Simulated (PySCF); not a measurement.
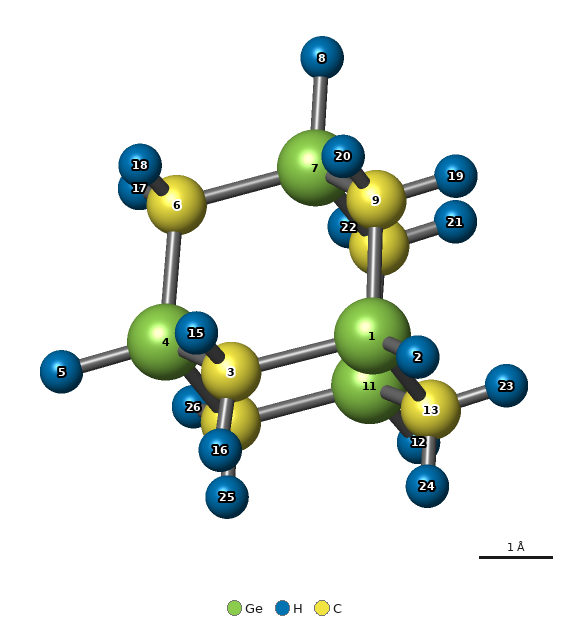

Figure 1. The input geometry (ball-and-stick view, seen at a tilt; atoms are numbered from 1 in the order of the input). Sticks mark near contacts. Bond lengths as drawn: C–Ge 1.87 to 2.12 Å, C–H 1.04 to 1.15 Å and Ge–H 1.43 to 1.55 Å.

# C6H16Ge4: geometry relaxation

System: C6H16Ge4 ((HGe)4CH26 adamantane).
Method: PBE0-D3(BJ)/def2-SVP geometry optimisation, gas phase (PySCF 2.14.0).

It belongs to a series of runs on one base structure; here: H, CH2.

Output:
```
step   0  E = -8543.80793900  max force = 0.066549
step   1  E = -8543.84075646  max force = 0.016004
step   2  E = -8543.84361921  max force = 0.005068
step   3  E = -8543.84414737  max force = 0.001210
step   4  E = -8543.84418639  max force = 0.000565
step   5  E = -8543.84420438  max force = 0.000435
step   6  E = -8543.84420935  max force = 0.000292
optimisation converged
```

Trajectory as extended XYZ (Å, eV, eV/Å), 7 frames, from step=0 to step=6:
```
26
Properties=species:S:1:pos:R:3:forces:R:3 step=0 energy=-232488.85591
Ge    1.4924   -1.2702    0.6782   -3.3667   2.2953  -0.1614
H     2.5244   -2.1320    1.1766    1.6089  -1.3896   0.8549
C     1.5272    0.5690    1.5024    2.2912  -1.3685   1.2180
Ge    0.2619    1.7775    0.8553   -3.4221  -0.1909  -0.6388
H     0.2786    3.1252    1.5056    0.2721   0.8544   0.4726
C     0.3249    1.9862   -1.0981   -0.1889  -1.1603   0.4832
Ge    0.2016    0.2000   -1.9589   -1.0674   0.2010   0.2003
H     0.3533    0.3824   -3.4954    0.0473  -0.1384   0.0694
C     1.5920   -0.9710   -1.2332   -1.9581  -2.1263  -0.5152
C    -1.5990   -0.5767   -1.4978    1.5985  -1.0281   0.0187
Ge   -1.7913   -0.7935    0.4536   -0.0947   1.5507  -0.7451
H    -3.1168   -1.3905    0.7786   -1.0529  -0.5027   0.2048
C    -0.4178   -1.9429    1.0586    2.6932  -0.3953   0.1804
C    -1.6471    0.9903    1.3139    1.9034  -0.0560  -1.5269
H     2.5510    0.9760    1.3139   -0.3283  -0.0890  -0.0694
H     1.5052    0.5103    2.6319   -0.2654  -0.0648  -0.8754
H    -0.4306    2.6759   -1.4708   -0.4381   0.1136  -0.0182
H     1.2741    2.4332   -1.3145    1.0698   0.3986  -0.4119
H     1.5132   -1.9850   -1.7661    0.0780   1.1665   0.5694
H     2.4992   -0.5514   -1.5247    2.2574   0.8561  -0.5383
H    -1.7524   -1.5334   -2.0484    0.3804   0.0524   0.4196
H    -2.3590    0.0211   -1.9265   -1.1730   1.3309  -0.3749
H    -0.4026   -2.9206    0.5588   -0.4292  -0.1968   0.0447
H    -0.4465   -2.0989    2.1456   -0.1765  -0.1319   0.0880
H    -1.6533    0.8408    2.3831   -0.3051   0.1436   0.7778
H    -2.4240    1.6844    0.9483    0.0662  -0.1246   0.2737
26
Properties=species:S:1:pos:R:3:forces:R:3 step=1 energy=-232489.74892
Ge    1.4507   -1.2457    0.6884   -0.4586   0.4441  -0.0187
H     2.5606   -2.1812    1.2347   -0.0540   0.0365  -0.0398
C     1.5328    0.5385    1.5107    0.8230  -0.0590   0.1449
Ge    0.1809    1.7677    0.8540   -0.7581   0.2604   0.0053
H     0.2366    3.1658    1.5338    0.1893  -0.0831  -0.0194
C     0.3000    1.9517   -1.0963    0.4094  -0.0583   0.1258
Ge    0.1676    0.1978   -1.9617   -0.0099   0.1496   0.0037
H     0.3251    0.3537   -3.4947    0.0158  -0.0521  -0.0214
C     1.5732   -0.9697   -1.2455    0.1095  -0.1052  -0.2164
C    -1.5788   -0.5500   -1.5052   -0.1015  -0.1235  -0.3014
Ge   -1.7727   -0.7602    0.4327   -0.5067  -0.0672  -0.0050
H    -3.1647   -1.3802    0.7663    0.1220   0.0356  -0.0330
C    -0.3550   -1.9414    1.0640    0.7065  -0.2161   0.0338
C    -1.5934    0.9974    1.2788    0.7111  -0.2205  -0.1405
H     2.5423    0.9485    1.3133   -0.1267   0.0447  -0.0759
H     1.4865    0.4589    2.6089   -0.1932  -0.0376   0.0160
H    -0.4795    2.6323   -1.4693   -0.0578  -0.0045   0.0255
H     1.2779    2.4048   -1.3384   -0.0757  -0.0060  -0.0555
H     1.4936   -1.9439   -1.7540    0.0186  -0.0439  -0.0232
H     2.5495   -0.5452   -1.5334    0.0252  -0.0252   0.0919
H    -1.7057   -1.5180   -2.0220    0.0617  -0.0221   0.1543
H    -2.3666    0.1013   -1.9224    0.0264   0.0609   0.1662
H    -0.3934   -2.9291    0.5754   -0.2808  -0.0102   0.0464
H    -0.4057   -2.1047    2.1524   -0.1919  -0.0247  -0.0057
H    -1.6305    0.8713    2.3720   -0.2499   0.1158   0.0089
H    -2.3727    1.6857    0.9276   -0.1540   0.0115   0.1336
26
Properties=species:S:1:pos:R:3:forces:R:3 step=2 energy=-232489.82682
Ge    1.4327   -1.2193    0.6808   -0.0860   0.1074  -0.0221
H     2.5449   -2.1588    1.2249   -0.0611   0.0464  -0.0463
C     1.5536    0.5567    1.5075    0.2606   0.0029   0.0515
Ge    0.1671    1.7740    0.8598   -0.1610   0.1670   0.0107
H     0.2644    3.1684    1.5396    0.0746  -0.0613  -0.0229
C     0.3186    1.9495   -1.0885    0.1786  -0.0166   0.0255
Ge    0.1709    0.2007   -1.9665   -0.0079   0.0732   0.0054
H     0.3303    0.3468   -3.5013   -0.0195  -0.0078  -0.0032
C     1.5752   -0.9728   -1.2590    0.1485   0.0148  -0.1059
C    -1.5797   -0.5551   -1.5073   -0.0566   0.0634  -0.1479
Ge   -1.7834   -0.7690    0.4299   -0.1955  -0.0983   0.0119
H    -3.1712   -1.3893    0.7620    0.0740   0.0440  -0.0155
C    -0.3518   -1.9464    1.0627    0.2312  -0.1059   0.0491
C    -1.5815    0.9849    1.2788    0.2321  -0.1232   0.0017
H     2.5520    0.9781    1.2982   -0.0451   0.0224  -0.0511
H     1.4893    0.4691    2.6033   -0.0810  -0.0328   0.0362
H    -0.4652    2.6289   -1.4596   -0.0023  -0.0094  -0.0094
H     1.2951    2.4024   -1.3380   -0.0922  -0.0186   0.0071
H     1.4978   -1.9489   -1.7620    0.0022  -0.0705  -0.0079
H     2.5631   -0.5550   -1.5305   -0.1120  -0.0402   0.0904
H    -1.7023   -1.5289   -2.0084    0.0102  -0.0288   0.0342
H    -2.3723    0.1059   -1.9037    0.0700  -0.0463   0.0826
H    -0.4318   -2.9359    0.5824   -0.0768   0.0245  -0.0031
H    -0.4314   -2.1112    2.1497   -0.0854   0.0224  -0.0025
H    -1.6487    0.8659    2.3728   -0.1180   0.0575  -0.0267
H    -2.3771    1.6651    0.9421   -0.0819   0.0135   0.0585
26
Properties=species:S:1:pos:R:3:forces:R:3 step=3 energy=-232489.84119
Ge    1.4246   -1.2061    0.6751    0.0350  -0.0095  -0.0066
H     2.5362   -2.1465    1.2118   -0.0186   0.0143  -0.0208
C     1.5663    0.5659    1.5060   -0.0216  -0.0028   0.0294
Ge    0.1646    1.7799    0.8652   -0.0090   0.0233   0.0134
H     0.2903    3.1694    1.5424    0.0075  -0.0116  -0.0032
C     0.3307    1.9485   -1.0828   -0.0004  -0.0175   0.0062
Ge    0.1722    0.2046   -1.9686    0.0271   0.0008   0.0032
H     0.3245    0.3506   -3.5041   -0.0188   0.0126  -0.0030
C     1.5735   -0.9779   -1.2666    0.0311  -0.0039  -0.0622
C    -1.5777   -0.5553   -1.5107   -0.0169   0.0346  -0.0040
Ge   -1.7884   -0.7761    0.4278    0.0161  -0.0325  -0.0124
H    -3.1726   -1.3922    0.7572    0.0035   0.0156   0.0019
C    -0.3488   -1.9480    1.0643   -0.0131  -0.0311   0.0445
C    -1.5791    0.9767    1.2814    0.0501  -0.0064   0.0025
H     2.5578    0.9936    1.2862   -0.0014   0.0088  -0.0131
H     1.4921    0.4703    2.6016   -0.0033  -0.0123  -0.0066
H    -0.4531    2.6273   -1.4564    0.0083  -0.0033  -0.0176
H     1.3041    2.4007   -1.3342   -0.0133   0.0053   0.0134
H     1.4972   -1.9590   -1.7639    0.0001   0.0000   0.0225
H     2.5636   -0.5637   -1.5241   -0.0435  -0.0082   0.0333
H    -1.6982   -1.5317   -2.0069   -0.0042  -0.0016  -0.0040
H    -2.3714    0.1078   -1.8943    0.0112  -0.0279   0.0056
H    -0.4465   -2.9364    0.5863    0.0147   0.0074  -0.0178
H    -0.4479   -2.1091    2.1504   -0.0167   0.0282  -0.0031
H    -1.6694    0.8616    2.3739   -0.0186   0.0138  -0.0036
H    -2.3860    1.6510    0.9529   -0.0055   0.0037   0.0021
26
Properties=species:S:1:pos:R:3:forces:R:3 step=4 energy=-232489.84225
Ge    1.4240   -1.2061    0.6725    0.0162  -0.0022   0.0011
H     2.5358   -2.1462    1.2048    0.0003  -0.0009  -0.0092
C     1.5658    0.5643    1.5069   -0.0222  -0.0006   0.0030
Ge    0.1648    1.7800    0.8676    0.0206   0.0088  -0.0007
H     0.2946    3.1679    1.5452    0.0033   0.0013   0.0012
C     0.3322    1.9476   -1.0804   -0.0121  -0.0110   0.0075
Ge    0.1724    0.2058   -1.9694    0.0198  -0.0066  -0.0013
H     0.3195    0.3568   -3.5052   -0.0117   0.0100   0.0006
C     1.5723   -0.9793   -1.2697   -0.0090   0.0004  -0.0290
C    -1.5772   -0.5546   -1.5115   -0.0018   0.0128   0.0119
Ge   -1.7868   -0.7769    0.4271    0.0238  -0.0096  -0.0101
H    -3.1719   -1.3885    0.7570   -0.0068   0.0066   0.0046
C    -0.3484   -1.9489    1.0659   -0.0204  -0.0165   0.0182
C    -1.5764    0.9765    1.2812   -0.0095  -0.0064   0.0084
H     2.5561    0.9940    1.2855    0.0028   0.0026   0.0008
H     1.4912    0.4651    2.6021    0.0043  -0.0065  -0.0024
H    -0.4505    2.6263   -1.4565    0.0048  -0.0003  -0.0105
H     1.3051    2.4007   -1.3297    0.0037   0.0063   0.0050
H     1.4967   -1.9614   -1.7646    0.0006  -0.0034   0.0107
H     2.5618   -0.5650   -1.5229   -0.0027   0.0023   0.0119
H    -1.6984   -1.5308   -2.0082   -0.0004   0.0004  -0.0033
H    -2.3717    0.1074   -1.8927   -0.0057  -0.0080  -0.0055
H    -0.4458   -2.9372    0.5875    0.0116   0.0028  -0.0057
H    -0.4510   -2.1059    2.1521   -0.0036   0.0166  -0.0020
H    -1.6719    0.8635    2.3734   -0.0070   0.0034   0.0012
H    -2.3836    1.6506    0.9520    0.0009  -0.0025  -0.0062
26
Properties=species:S:1:pos:R:3:forces:R:3 step=5 energy=-232489.84274
Ge    1.4239   -1.2076    0.6693   -0.0099   0.0036   0.0067
H     2.5366   -2.1485    1.1958    0.0083  -0.0074  -0.0013
C     1.5657    0.5609    1.5077   -0.0053   0.0008  -0.0128
Ge    0.1668    1.7797    0.8704   -0.0035  -0.0089   0.0006
H     0.3005    3.1667    1.5489    0.0001   0.0025   0.0022
C     0.3346    1.9474   -1.0774   -0.0076  -0.0008   0.0051
Ge    0.1724    0.2079   -1.9702    0.0016  -0.0068  -0.0022
H     0.3130    0.3658   -3.5057   -0.0032   0.0045   0.0009
C     1.5702   -0.9805   -1.2736   -0.0224   0.0004  -0.0013
C    -1.5774   -0.5527   -1.5116    0.0053  -0.0001   0.0108
Ge   -1.7855   -0.7773    0.4267    0.0118   0.0035  -0.0049
H    -3.1725   -1.3840    0.7575   -0.0050  -0.0007   0.0028
C    -0.3488   -1.9498    1.0676   -0.0045  -0.0006  -0.0112
C    -1.5759    0.9763    1.2812   -0.0071   0.0078   0.0088
H     2.5558    0.9917    1.2860    0.0024  -0.0016   0.0081
H     1.4920    0.4576    2.6023    0.0039  -0.0013   0.0011
H    -0.4462    2.6269   -1.4559    0.0012   0.0016  -0.0011
H     1.3080    2.4009   -1.3245    0.0070   0.0004  -0.0009
H     1.4947   -1.9633   -1.7664    0.0019  -0.0011   0.0005
H     2.5599   -0.5661   -1.5230    0.0167   0.0037  -0.0032
H    -1.6989   -1.5283   -2.0097    0.0039   0.0000  -0.0010
H    -2.3734    0.1079   -1.8914   -0.0080   0.0035  -0.0063
H    -0.4447   -2.9384    0.5896    0.0016  -0.0028   0.0068
H    -0.4528   -2.1017    2.1541    0.0044   0.0033   0.0009
H    -1.6767    0.8647    2.3731    0.0015  -0.0005   0.0010
H    -2.3826    1.6497    0.9491    0.0049  -0.0030  -0.0100
26
Properties=species:S:1:pos:R:3:forces:R:3 step=6 energy=-232489.84288
Ge    1.4233   -1.2094    0.6672   -0.0065   0.0036   0.0038
H     2.5367   -2.1517    1.1902    0.0050  -0.0045  -0.0005
C     1.5659    0.5579    1.5078    0.0035   0.0008  -0.0099
Ge    0.1679    1.7787    0.8724   -0.0004  -0.0048  -0.0008
H     0.3035    3.1650    1.5520    0.0002   0.0012   0.0020
C     0.3360    1.9477   -1.0751   -0.0013   0.0033   0.0013
Ge    0.1716    0.2097   -1.9704   -0.0016  -0.0008  -0.0022
H     0.3094    0.3715   -3.5058    0.0000   0.0014   0.0004
C     1.5683   -0.9807   -1.2760   -0.0108   0.0015   0.0051
C    -1.5779   -0.5510   -1.5114    0.0000  -0.0019   0.0043
Ge   -1.7849   -0.7767    0.4265   -0.0008   0.0036   0.0001
H    -3.1729   -1.3813    0.7583   -0.0008  -0.0020   0.0008
C    -0.3493   -1.9502    1.0676   -0.0008   0.0019  -0.0150
C    -1.5754    0.9769    1.2813   -0.0080   0.0030   0.0093
H     2.5562    0.9886    1.2873    0.0012  -0.0017   0.0062
H     1.4927    0.4523    2.6023    0.0009   0.0000   0.0010
H    -0.4436    2.6285   -1.4539    0.0005   0.0018   0.0017
H     1.3101    2.4005   -1.3213    0.0034  -0.0028  -0.0014
H     1.4925   -1.9636   -1.7687    0.0013   0.0006  -0.0022
H     2.5588   -0.5669   -1.5244    0.0097   0.0001  -0.0045
H    -1.6988   -1.5263   -2.0103    0.0037  -0.0002   0.0010
H    -2.3746    0.1091   -1.8909   -0.0032   0.0024  -0.0029
H    -0.4453   -2.9394    0.5910   -0.0031  -0.0037   0.0084
H    -0.4524   -2.0997    2.1545    0.0040  -0.0004   0.0018
H    -1.6784    0.8661    2.3731    0.0003  -0.0004  -0.0002
H    -2.3810    1.6504    0.9466    0.0036  -0.0020  -0.0076
```

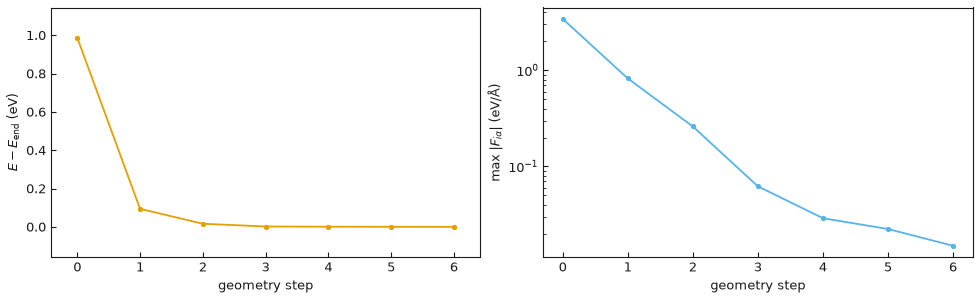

Figure 2. Progress of the relaxation, step by step (steps are counted from 0).

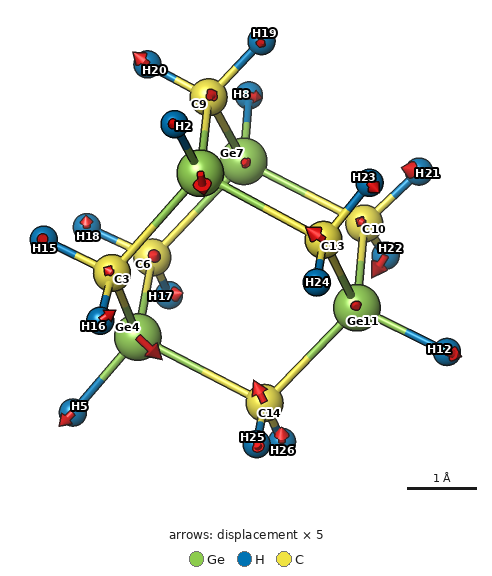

Figure 3. The starting structure with the displacements as red arrows, magnified 5 times (ball-and-stick view, seen at a tilt). The two geometries are laid on each other by the best rigid fit. The energy falls by 0.987 eV in 6 geometry steps. The largest force component goes from 3.4 to 0.015 eV/Å. The largest move after the best rigid fit is that of Ge4, 0.10 Å. By element the largest moves are Ge 0.10 Å, H 0.08 Å, C 0.08 Å. Distances before and after: Ge4–C14 2.115 → 1.962 Å, Ge1–H2 1.434 → 1.550 Å, Ge1–C13 2.061 → 1.962 Å, C3–Ge4 1.866 → 1.962 Å. Among the angles that change: Ge1–C13–H23 101.2° → 109.2°, H25–C14–H26 114.3° → 107.1°, H21–C10–H22 100.7° → 107.1°. (Atoms are counted from 1 in the order of the input.)

This output came from the following input.

The input:
```
{"job": {"xc": "PBE0", "basis": "def2-SVP", "d3": "d3bj", "grid": 1, "maxiter": 40, "shake": 0.03, "kind": "geom"}, "charge": 0, "multiplicity": 1}
Ge     1.492400    -1.270160     0.678160
H      2.524360    -2.132020     1.176570
C      1.527210     0.569050     1.502370
Ge     0.261870     1.777520     0.855330
H      0.278620     3.125190     1.505590
C      0.324880     1.986160    -1.098150
Ge     0.201620     0.199960    -1.958910
H      0.353250     0.382400    -3.495350
C      1.592000    -0.971000    -1.233160
C     -1.599010    -0.576700    -1.497820
Ge    -1.791280    -0.793550     0.453630
H     -3.116810    -1.390530     0.778560
C     -0.417770    -1.942940     1.058590
C     -1.647100     0.990340     1.313950
H      2.551020     0.976050     1.313910
H      1.505180     0.510290     2.631940
H     -0.430650     2.675860    -1.470820
H      1.274150     2.433180    -1.314520
H      1.513250    -1.984990    -1.766100
H      2.499190    -0.551370    -1.524650
H     -1.752370    -1.533430    -2.048410
H     -2.358990     0.021070    -1.926490
H     -0.402570    -2.920620     0.558850
H     -0.446540    -2.098950     2.145550
H     -1.653260     0.840760     2.383100
H     -2.424050     1.684350     0.948250
```

The first line tells a small driver script what to run in PySCF; the rest is the geometry in Å.

Command:
```bash
OMP_NUM_THREADS=2 python <driver script> task.json out
```

Summary:

```csv
quantity,value
outcome,converged
total energy,−8543.844209 hartree
dipole moment,0.00 D
point group,Td
hardware,"2 CPU threads, shared host"
wall time,3.3 min (CPU time 7.6 min)
peak memory,2.9 GiB
```
